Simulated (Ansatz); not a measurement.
## Pressure series in La2O3

Take La₂O₃ (space group P-3m1, No. 164; a = 3.9404 Å, c = 6.1883 Å) as the base.

Cell and atoms are relaxed at each pressure.

Calculations: PBE, PAW, 420 eV (Ansatz, a program for electronic structure; spin-orbit coupling left out), earlier PAW set.

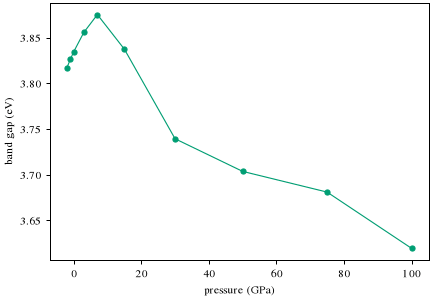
Band gap against pressure

| pressure (GPa) | band gap |
|---|---|
| -2 | 3.82 eV |
| -1 | 3.83 eV |
| 3 | 3.86 eV |
| 7 | 3.88 eV |
| 15 | 3.84 eV |
| 30 | 3.74 eV |
| 50 | 3.70 eV |
| 75 | 3.68 eV |
| 100 | 3.62 eV |

Load acts through the strain it causes; cell and atoms are relaxed under it. Whether these cells are dynamically stable was not tested. Competing high-pressure phases were not computed.
